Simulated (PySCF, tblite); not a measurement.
# Si2H6O3: dynamics, then NMR shifts on frames

How do NMR shifts of Si2H6O3 (`O[SiH](O)O[SiH3]`) change as the atoms move?

The runs use tblite 0.8.0 and PySCF 2.14.0, with density-fitted response routines of our own; the level of theory stands in each step. All values are computed, except where a source is named. Atoms are numbered from 0 throughout.

**1. The starting structure**

11 atoms, charge 0, multiplicity 1; geometry from: GFN2-xTB.

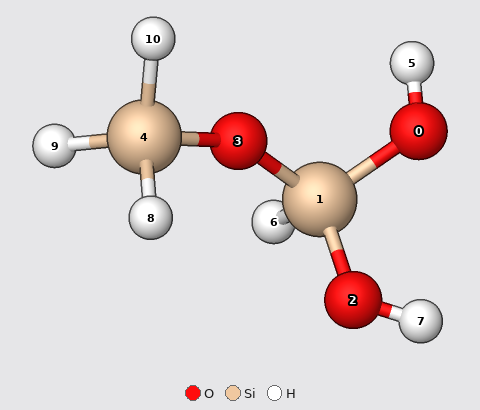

As it starts; oxygen red, silicon light orange, hydrogen white, atoms numbered; sticks join atoms by distance.

**2. A short Langevin run with GFN2-xTB**

The job: settings as JSON, then the geometry in Å.

```
{"job": {"kind": "md", "xc": "GFN2-xTB", "basis": "xTB", "temperature": 200, "steps": 2000, "every": 50, "frames": 5}, "charge": 0, "multiplicity": 1}
O     -2.106241     1.000954     0.023992
Si    -1.033775    -0.159982     0.403937
O     -1.358730    -1.434820    -0.534316
O      0.465617     0.361540     0.103369
Si     2.026011     0.128003    -0.255620
H     -1.963283     1.891364     0.328584
H     -1.098132    -0.513578     1.811207
H     -2.239934    -1.540197    -0.880898
H      2.162786    -0.965895    -1.213534
H      2.711173    -0.180366     1.000376
H      2.439934     1.415647    -0.813061
```

Method: GFN2-xTB Langevin dynamics, gas phase.

The run is started by

```bash
> OMP_NUM_THREADS=1 python probes_run.py task.json out
```

One launch serves the whole session: the jobs run in the order shown.

The log of the run:

```text
t/fs     T/K      E/eV
    0.0   175.5   -515.12852
   25.0   140.5   -515.04037
   50.0   188.2   -514.98123
   75.0    97.6   -514.95858
  100.0   116.0   -514.97668
  125.0   161.5   -514.98744
  150.0   160.8   -514.88750
  175.0   203.6   -514.97965
  200.0   154.0   -514.84539
  225.0   231.4   -514.91415
  250.0   224.8   -514.98187
  275.0   136.7   -514.90828
  300.0   161.1   -514.91466
  325.0   248.9   -514.92007
  350.0   295.8   -514.89209
  375.0   253.9   -514.93317
  400.0   158.0   -514.88718
  425.0   196.7   -514.93721
  450.0   130.3   -514.88561
  475.0   204.8   -514.86445
  500.0   166.7   -514.82606
  525.0   253.2   -514.92711
  550.0   208.3   -514.92568
  575.0   247.7   -514.88560
  600.0   196.9   -514.85071
  625.0   211.9   -514.75992
  650.0   155.2   -514.74142
  675.0   219.5   -514.81814
  700.0   250.7   -514.87043
  725.0   285.4   -514.97607
  750.0   216.2   -514.92353
  775.0   175.9   -514.92954
  800.0   235.0   -514.94471
  825.0   204.0   -514.90573
  850.0   229.1   -514.93076
  875.0   154.6   -514.78154
  900.0   247.9   -514.94295
  925.0   142.7   -514.87185
  950.0   177.5   -514.88163
  975.0   210.6   -514.91923
 1000.0   267.5   -514.94184
```

It took 6.9 s on 1 thread of INTEL XEON PLATINUM 8581C at 2.30GHz, shared host; peak memory 0.18 GiB.

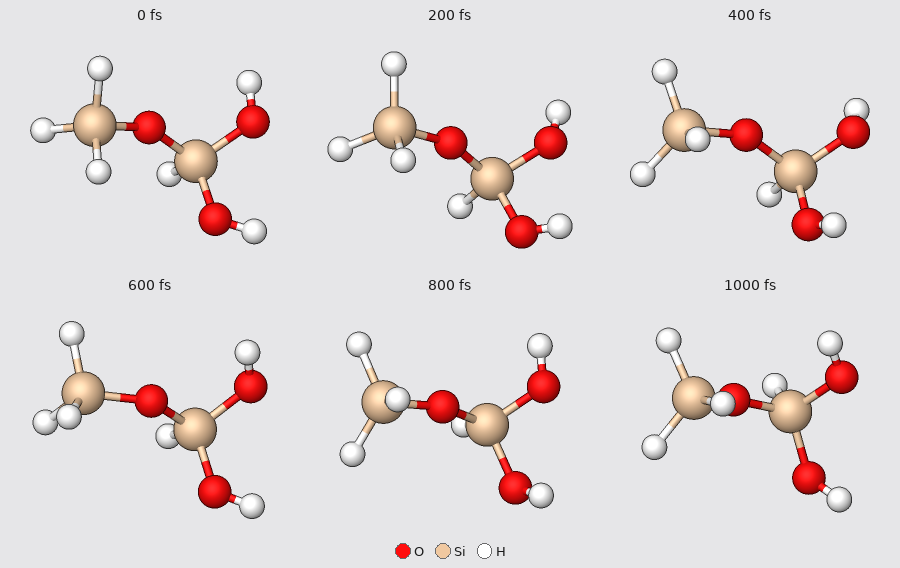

Frames of the run.

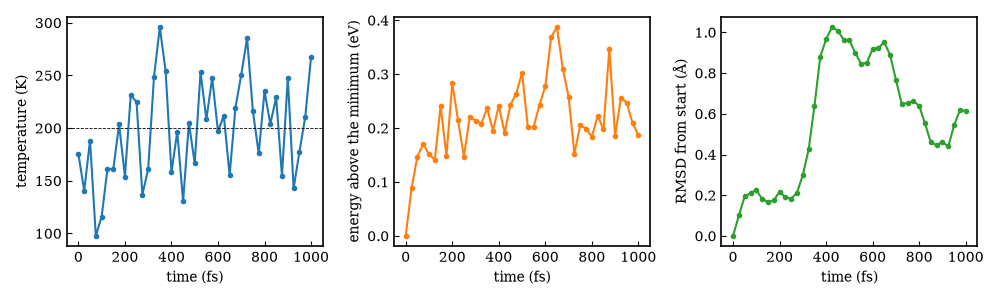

Temperature, potential energy and distance from the start.

Positions (Å) and forces (eV/Å) at 1000 fs:

```xyz
11

O    -1.616    0.644   -0.826    0.078   -0.237    0.215
Si   -1.060   -0.330    0.380   -0.805   -0.271   -1.055
O    -1.849   -1.755    0.360   -0.095    0.135   -0.565
O     0.536   -0.353    0.175   -0.294   -0.271    0.228
Si    1.919   -0.549   -0.580    1.090   -0.154    0.465
H    -1.022    1.342   -1.101   -0.204   -0.099    0.020
H    -1.153    0.249    1.664   -0.266    0.199    0.812
H    -2.373   -2.135   -0.371    0.642    0.621    0.660
H     2.480   -1.844   -0.171    0.001    0.141    0.134
H     2.635    0.661   -0.155    0.095   -0.154   -0.045
H     1.834   -0.609   -2.002   -0.241    0.089   -0.869
```

**3. NMR shieldings: 250 fs, PBE0/pcSseg-1**

The job: settings as JSON, then the geometry in Å.

```
{"job": {"kind": "nmr", "xc": "PBE0", "basis": "pcSseg-1", "pop": false}, "charge": 0, "multiplicity": 1}
O     -2.225400     0.573000     0.167900
Si    -1.060400    -0.568900     0.311100
O     -1.344100    -1.724200    -0.758500
O      0.425900     0.032500     0.034500
Si     2.052400     0.043000    -0.092100
H     -1.939900     1.457300     0.328500
H     -1.066600    -1.208200     1.555800
H     -2.213700    -2.136400    -0.900200
H      2.474000    -0.986100    -1.047200
H      2.540100    -0.332800     1.241400
H      2.404400     1.421500    -0.475000
```

Level: GIAO PBE0/pcSseg-1 NMR shielding, non-relativistic, gas phase.

The log of the run:

```text
coarse grid: 10232 points
cycle   1  E = -807.6147263396  dE =  6.499e-01  |g| = 1.155e+00  |ddm| = 3.036e+00
cycle   2  E = -807.3449522654  dE =  2.698e-01  |g| = 1.675e+00  |ddm| = 1.902e+00
cycle   3  E = -807.8400290511  dE = -4.951e-01  |g| = 9.048e-02  |ddm| = 1.284e+00
cycle   4  E = -807.8408777914  dE = -8.487e-04  |g| = 6.348e-02  |ddm| = 9.368e-02
cycle   5  E = -807.8415532049  dE = -6.754e-04  |g| = 8.320e-03  |ddm| = 4.185e-02
cycle   6  E = -807.8415647961  dE = -1.159e-05  |g| = 8.984e-04  |ddm| = 6.193e-03
cycle   7  E = -807.8415649243  dE = -1.282e-07  |g| = 4.911e-04  |ddm| = 1.214e-03
final grid: 89712 points
cycle   8  E = -807.8991243836  dE = -1.225e-05  |g| = 8.624e-03  |ddm| = 1.195e-02
cycle   9  E = -807.8991113575  dE =  1.303e-05  |g| = 1.230e-02  |ddm| = 1.200e-02
cycle  10  E = -807.8991361434  dE = -2.479e-05  |g| = 4.894e-04  |ddm| = 7.366e-03
cycle  11  E = -807.8991361755  dE = -3.207e-08  |g| = 2.541e-04  |ddm| = 4.654e-04
cycle  12  E = -807.8991361862  dE = -1.074e-08  |g| = 3.099e-05  |ddm| = 1.530e-04
cycle  13  E = -807.8991361864  dE = -1.446e-10  |g| = 6.201e-06  |ddm| = 3.131e-05
converged SCF energy = -807.8991361864

GIAO shielding tensors (ppm)
atom      isotropic    diamagn.    paramagn.     s11        s22        s33       span
  0 O      280.782     390.050    -109.267    252.154    261.732    328.461     76.307
  1 Si     411.981     880.410    -468.429    394.512    413.548    427.884     33.372
  2 O      275.163     388.252    -113.089    248.879    267.097    309.513     60.634
  3 O      290.977     400.114    -109.137    249.224    301.795    321.911     72.687
  4 Si     392.636     879.263    -486.628    354.086    364.577    459.244    105.158
  5 H       30.243      33.476      -3.233     22.085     25.260     43.384     21.299
  6 H       27.719      31.177      -3.458     24.323     24.877     33.957      9.634
  7 H       28.704      29.066      -0.362     21.194     22.981     41.939     20.745
  8 H       26.374      28.917      -2.543     22.856     25.071     31.195      8.338
  9 H       26.391      29.025      -2.634     22.907     24.959     31.306      8.399
 10 H       26.442      29.000      -2.558     22.925     24.835     31.567      8.642
```

It took 7.3 s on 1 thread of INTEL XEON PLATINUM 8581C at 2.30GHz, shared host; peak memory 0.61 GiB.

The references, computed at this level on geometries of the same kind, shield at (ppm): 1H TMS 31.72, 29Si TMS 349.2, 17O H2O 336.1. Their shielding less the atom's gives the shift. The references are single molecules in the gas phase, so shifts against H2O, NH3, PH3, H3PO4 or CFCl3 are not on the usual liquid scales and can be off by tens of ppm. Each atom is listed at this fixed geometry, with no averaging over motion; a spectrum would average atoms that exchange fast.

| atoms | environment | σ (ppm) | δ (ppm) |
| --- | --- | --- | --- |
| H8 | hydrogen on a silicon bonded to O | 26.37 | 5.34 |
| H9 | hydrogen on a silicon bonded to O | 26.39 | 5.33 |
| H10 | hydrogen on a silicon bonded to O | 26.44 | 5.27 |
| H6 | hydrogen on a silicon bonded to 3 O | 27.72 | 4.00 |
| H7 | hydrogen on an oxygen bonded to Si | 28.70 | 3.01 |
| H5 | hydrogen on an oxygen bonded to Si | 30.24 | 1.47 |
| O2 | oxygen bonded to Si, H | 275.2 | 60.9 |
| O0 | oxygen bonded to Si, H | 280.8 | 55.3 |
| O3 | oxygen bonded to 2 Si | 291.0 | 45.1 |
| Si4 | silicon bonded to O, 3 H | 392.6 | -43.5 |
| Si1 | silicon bonded to 3 O, H | 412.0 | -62.8 |

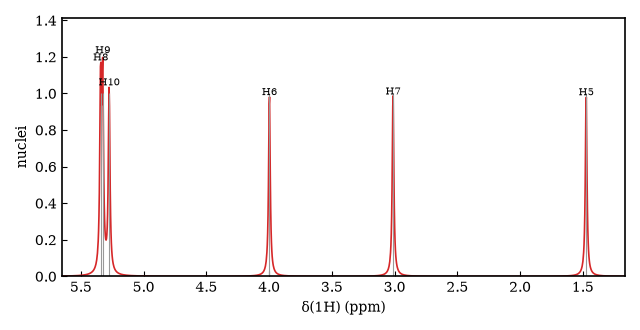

1H lines at the computed shifts, without couplings. Lines are broadened to a width of 0.02 ppm (Lorentzian).

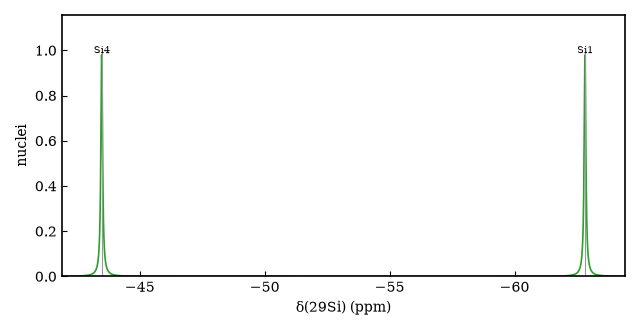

29Si lines at the computed shifts, without couplings. Lines are broadened to a width of 0.08 ppm (Lorentzian).

**4. Nuclear shieldings: 425 fs, PBE0/pcSseg-1**

The job: settings as JSON, then the geometry in Å.

```
{"job": {"kind": "nmr", "xc": "PBE0", "basis": "pcSseg-1", "pop": false}, "charge": 0, "multiplicity": 1}
O     -2.018500     0.498200     0.044500
Si    -0.954100    -0.669300     0.336500
O     -1.106600    -1.976700    -0.651000
O      0.559400    -0.080500     0.341100
Si     2.122600    -0.363400     0.171500
H     -1.909300     1.337900     0.513800
H     -1.318700    -1.279000     1.641000
H     -0.996900    -1.850600    -1.575000
H      2.480600    -1.434200     1.121800
H      2.636700     0.909800     0.620000
H      2.454900    -0.905400    -1.190700
```

Method: GIAO PBE0/pcSseg-1 NMR shielding, non-relativistic, gas phase.

The log of the run:

```text
coarse grid: 10232 points
cycle   1  E = -807.6128468452  dE =  6.591e-01  |g| = 1.151e+00  |ddm| = 3.043e+00
cycle   2  E = -807.3681333631  dE =  2.447e-01  |g| = 1.635e+00  |ddm| = 1.744e+00
cycle   3  E = -807.8367229287  dE = -4.686e-01  |g| = 7.296e-02  |ddm| = 1.142e+00
cycle   4  E = -807.8373395801  dE = -6.167e-04  |g| = 4.904e-02  |ddm| = 7.940e-02
cycle   5  E = -807.8377384663  dE = -3.989e-04  |g| = 1.057e-02  |ddm| = 3.429e-02
cycle   6  E = -807.8377572033  dE = -1.874e-05  |g| = 6.842e-04  |ddm| = 6.683e-03
cycle   7  E = -807.8377572686  dE = -6.527e-08  |g| = 4.583e-04  |ddm| = 1.011e-03
final grid: 89712 points
cycle   8  E = -807.8959497068  dE = -1.400e-05  |g| = 8.742e-03  |ddm| = 1.211e-02
cycle   9  E = -807.8959369796  dE =  1.273e-05  |g| = 1.231e-02  |ddm| = 1.164e-02
cycle  10  E = -807.8959617162  dE = -2.474e-05  |g| = 4.440e-04  |ddm| = 7.039e-03
cycle  11  E = -807.8959617403  dE = -2.410e-08  |g| = 2.591e-04  |ddm| = 4.388e-04
cycle  12  E = -807.8959617516  dE = -1.129e-08  |g| = 3.076e-05  |ddm| = 1.551e-04
cycle  13  E = -807.8959617517  dE = -1.448e-10  |g| = 5.448e-06  |ddm| = 2.966e-05
converged SCF energy = -807.8959617517

GIAO shielding tensors (ppm)
atom      isotropic    diamagn.    paramagn.     s11        s22        s33       span
  0 O      271.791     389.658    -117.867    242.259    263.735    309.378     67.119
  1 Si     412.389     880.237    -467.848    389.901    416.672    430.593     40.692
  2 O      285.647     389.178    -103.530    248.171    278.649    330.122     81.951
  3 O      279.822     400.870    -121.048    231.478    289.961    318.026     86.547
  4 Si     395.187     879.878    -484.691    355.889    365.620    464.051    108.162
  5 H       29.194      31.570      -2.376     21.484     24.361     41.738     20.254
  6 H       27.037      29.261      -2.224     23.899     24.264     32.947      9.048
  7 H       30.444      33.441      -2.997     23.156     24.129     44.045     20.888
  8 H       26.390      28.920      -2.530     23.107     24.960     31.104      7.997
  9 H       26.653      29.509      -2.856     22.736     24.958     32.264      9.528
 10 H       26.036      28.944      -2.908     22.692     24.762     30.654      7.962
```

Wall time 7.9 s (1 thread of INTEL XEON PLATINUM 8581C at 2.30GHz, shared host); peak memory 0.63 GiB.

In short: δ O0 64.3, O3 56.3, O2 50.4, Si4 -46.0, H10 5.68, H8 5.33 ppm.

(Part 1 of 2 ends here.)
